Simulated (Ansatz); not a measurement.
**C2H5AlF2O: basis-set convergence**

How large a basis does C2H5AlF2O need? Two functionals are run in growing sets.

Computed with Ansatz 0.2.0, Gaussian basis. Level: one geometry, several basis sets.

Plan: PBE0-D4/def2-SVP; ωB97M-V/def2-SVP; PBE0-D4/def2-QZVPP; ωB97M-V/def2-QZVPP; the functionals' def2-TZVPP values are taken from earlier runs.

### 1 The relaxed structure

The geometry comes from an earlier relaxation with PBE0-D4/def2-TZVP; it is a stationary point, not always the lowest conformer.

11 atoms, charge 0, spin multiplicity 1.

Atoms are counted from 1 here; the program's logs count them from 0.

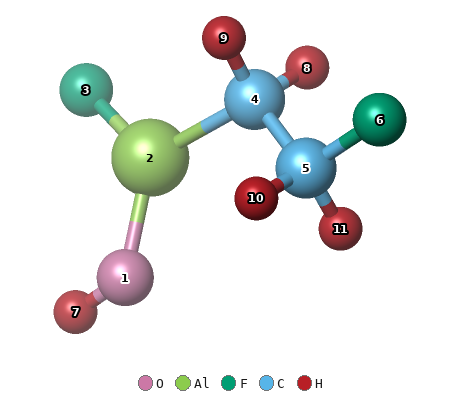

The structure; oxygen pink, aluminium green, fluorine teal, carbon blue, hydrogen red; atoms are numbered from 1 in the order of the file.

### 2 PBE0-D4 in def2-SVP

File in.yaml:

```yaml
crystal:
  periodic: [false, false, false]
  atoms:
    - {symbol: O, position_ang: [1.034269, 1.199181, -1.646276]}
    - {symbol: Al, position_ang: [0.751203, -0.390913, -1.164588]}
    - {symbol: F, position_ang: [1.346789, -1.643715, -2.057076]}
    - {symbol: C, position_ang: [-0.278689, -0.745190, 0.442900]}
    - {symbol: C, position_ang: [-0.739884, 0.478112, 1.186384]}
    - {symbol: F, position_ang: [-1.471307, 0.118731, 2.313994]}
    - {symbol: H, position_ang: [1.526749, 1.463877, -2.421087]}
    - {symbol: H, position_ang: [-1.143690, -1.356621, 0.159130]}
    - {symbol: H, position_ang: [0.329236, -1.376042, 1.102143]}
    - {symbol: H, position_ang: [0.100386, 1.086992, 1.532622]}
    - {symbol: H, position_ang: [-1.389661, 1.108587, 0.572554]}
basis:
  gaussian: {orbitals: def2-SVP}
hamiltonian: {xc: pbe0, dispersion: d4}
output: {orbitals: {seedname: orbitals}}
```

Started as:

```console
> ansatz run in.yaml --threads 4 --pin off --events-out ev --progress --plain --max-ram 10444MiB
```

The program printed:

```text
Functional definition: PBE0
  name "PBE0"
  cite "Adamo & Barone, J. Chem. Phys. 110, 6158 (1999) doi:10.1063/1.478522"
  cite "Perdew, Burke & Ernzerhof, Phys. Rev. Lett. 77, 3865 (1996) doi:10.1103/PhysRevLett.77.3865"
  parent pbe
  parameter a = 0.25
  parameter kappa = 0.804
  parameter beta = 0.06672455060314922
  exchange = (1 - a)*pbe_x(kappa = kappa, mu = beta*pi^2/3) + a*exact_x
  correlation = pbe_c(beta = beta)
1271 factors; their error is unknown
mean field evaluation 1: about -16204.5651 eV, gradient 7.1e1 eV
mean field evaluation 2: about -16194.5386 eV, gradient 1.0e2 eV
mean field evaluation 4: about -16214.1286 eV, gradient 3.9e0 eV
mean field evaluation 8: about -16214.2604 eV, gradient 2.3e-1 eV
mean field evaluation 16: about -16214.2605 eV, gradient 3.9e-5 eV
mean field -16214.26047322 eV, -595.8630819703 hartree, gradient 3.9e-5 eV, S^2 0.000000; 0 other end points of the search recorded, 0 dependent functions left out
reference -16214.26050220 eV, -595.8630830352 hartree; 28, 28 occupied and 85, 85 virtual orbitals, 1271 factors
Total energy: -16214.42319349 eV, -595.8690618298 hartree
```

Wall time 2.1 s (4 threads, shared host).

### 3 ωB97M-V in def2-SVP

in.yaml: that of step 2 with these lines changed.

```diff
@@ -16,3 +16,3 @@
   gaussian: {orbitals: def2-SVP}
-hamiltonian: {xc: pbe0, dispersion: d4}
+hamiltonian: {xc: {name: wB97M-V}}
 output: {orbitals: {seedname: orbitals}}
```

Same command.

The program printed, cut to the lines that bear on the results:

```text
Functional definition: wB97M-V
  name "wB97M-V"
  cite "Mardirossian & Head-Gordon, J. Chem. Phys. 144, 214110 (2016) doi:10.1063/1.4952647"
  cite "Becke, J. Chem. Phys. 107, 8554 (1997) doi:10.1063/1.475007"
  cite "Vydrov & Van Voorhis, J. Chem. Phys. 133, 244103 (2010) doi:10.1063/1.3521275"
  # Of w^i u^j: cxij and so on, Table III.
[...]
  gx(w, u) = 1 - cx + cx01*u + cx10*w
  gss(w, u) = css00 + css04*u^4 + css10*w + css20*w^2 + css43*w^4*u^3
  gos(w, u) = cos00 + cos10*w + (cos20 + cos21*u)*w^2 + (cos60 + cos61*u)*w^6
[...]
      + integral(e_c_pw_mod_opposite_spin*gos(b97_w_opposite, b97_u_opposite)) + vv10(b, c)
1252 factors; their error is unknown
291 factors; integrals over basis functions are off by at most 7.4e-6 eV
[...]
mean field -16223.73531929 eV, -596.2112761411 hartree, gradient 2.5e-5 eV, S^2 0.000000; 0 other end points of the search recorded, 0 dependent functions left out
reference -16223.73536615 eV, -596.2112778631 hartree; 28, 28 occupied and 85, 85 virtual orbitals, 1252 factors
Total energy: -16223.73536615 eV, -596.2112778631 hartree
```

Wall time 7.5 s (4 threads, shared host).

### 4 PBE0-D4 in def2-QZVPP

in.yaml: that of step 3 with these lines changed.

```diff
@@ -15,4 +15,4 @@
 basis:
-  gaussian: {orbitals: def2-SVP}
-hamiltonian: {xc: {name: wB97M-V}}
+  gaussian: {orbitals: "def2-QZVPP.json"}
+hamiltonian: {xc: pbe0, dispersion: d4}
 output: {orbitals: {seedname: orbitals}}
```

The command is unchanged.

The program printed:

```text
Functional definition: PBE0
  name "PBE0"
  cite "Adamo & Barone, J. Chem. Phys. 110, 6158 (1999) doi:10.1063/1.478522"
  cite "Perdew, Burke & Ernzerhof, Phys. Rev. Lett. 77, 3865 (1996) doi:10.1103/PhysRevLett.77.3865"
  parent pbe
  parameter a = 0.25
  parameter kappa = 0.804
  parameter beta = 0.06672455060314922
  exchange = (1 - a)*pbe_x(kappa = kappa, mu = beta*pi^2/3) + a*exact_x
  correlation = pbe_c(beta = beta)
1617 factors; their error is unknown
mean field evaluation 1: about -16216.3675 eV, gradient 8.6e1 eV
mean field evaluation 2: about -16200.3243 eV, gradient 1.3e2 eV
mean field evaluation 4: about -16229.1802 eV, gradient 6.6e0 eV
mean field evaluation 8: about -16229.2639 eV, gradient 4.3e-1 eV
mean field evaluation 16: about -16229.2641 eV, gradient 5.1e-5 eV
mean field -16229.26405521 eV, -596.4144534388 hartree, gradient 5.1e-5 eV, S^2 0.000000; 0 other end points of the search recorded, 0 dependent functions left out
reference -16229.26409741 eV, -596.4144549895 hartree; 28, 28 occupied and 477, 477 virtual orbitals, 1617 factors
Total energy: -16229.42678870 eV, -596.4204337841 hartree
```

Wall time 18 s (4 threads, shared host); peak memory 1.9 GiB.

### 5 ωB97M-V in def2-QZVPP

in.yaml: that of step 4 with these lines changed.

```diff
@@ -16,3 +16,3 @@
   gaussian: {orbitals: "def2-QZVPP.json"}
-hamiltonian: {xc: pbe0, dispersion: d4}
+hamiltonian: {xc: {name: wB97M-V}}
 output: {orbitals: {seedname: orbitals}}
```

Same command.

The program printed, cut to the lines that bear on the results:

```text
Functional definition: wB97M-V
  name "wB97M-V"
  cite "Mardirossian & Head-Gordon, J. Chem. Phys. 144, 214110 (2016) doi:10.1063/1.4952647"
  cite "Becke, J. Chem. Phys. 107, 8554 (1997) doi:10.1063/1.475007"
  cite "Vydrov & Van Voorhis, J. Chem. Phys. 133, 244103 (2010) doi:10.1063/1.3521275"
  # Of w^i u^j: cxij and so on, Table III.
[...]
  gx(w, u) = 1 - cx + cx01*u + cx10*w
  gss(w, u) = css00 + css04*u^4 + css10*w + css20*w^2 + css43*w^4*u^3
  gos(w, u) = cos00 + cos10*w + (cos20 + cos21*u)*w^2 + (cos60 + cos61*u)*w^6
[...]
      + integral(e_c_pw_mod_opposite_spin*gos(b97_w_opposite, b97_u_opposite)) + vv10(b, c)
1574 factors; their error is unknown
391 factors; integrals over basis functions are off by at most 9.6e-6 eV
[...]
mean field -16238.99805462 eV, -596.7721713191 hartree, gradient 2.8e-5 eV, S^2 0.000000; 0 other end points of the search recorded, 0 dependent functions left out
reference -16238.99812379 eV, -596.7721738609 hartree; 28, 28 occupied and 477, 477 virtual orbitals, 1574 factors
Total energy: -16238.99812379 eV, -596.7721738609 hartree
```

Run time: 37 s. Hardware: 4 threads, shared host; peak memory 2.2 GiB.

### 6 Functionals by basis

The def2-TZVPP values come from earlier runs at the same geometry.

```csv
functional,basis,functions,energy (eV),from the largest (eV),HOMO (eV),LUMO (eV)
PBE0-D4,def2-SVP,113,-16214.4232,15.004,-8.83,-0.27
PBE0-D4,def2-TZVPP,267,-16228.6579,0.769,-8.97,-0.52
PBE0-D4,def2-QZVPP,505,-16229.4268,0.000,-9.01,-0.75
ωB97M-V,def2-SVP,113,-16223.7354,15.263,-11.10,1.29
ωB97M-V,def2-TZVPP,267,-16238.2663,0.732,-11.26,1.00
ωB97M-V,def2-QZVPP,505,-16238.9981,0.000,-11.30,0.52
```

### 7 What came out

```
                                       quantity           value
PBE0-D4: double and triple zeta above quadruple  15.00, 0.77 eV
ωB97M-V: double and triple zeta above quadruple  15.26, 0.73 eV
```

What this shows: PBE0-D4 gains 14.23 eV from double to triple zeta, then 0.77 eV more. These are total energies; as a rule much of such shifts cancels in differences, which this series doesn't test. The LUMO of ωB97M-V is positive and keeps falling with the basis (1.29 to 0.52 eV): an unbound level that the basis holds in place.

For PBE0-D4 the largest set took about 9 times as long as the smallest (18 s against 2.1 s).
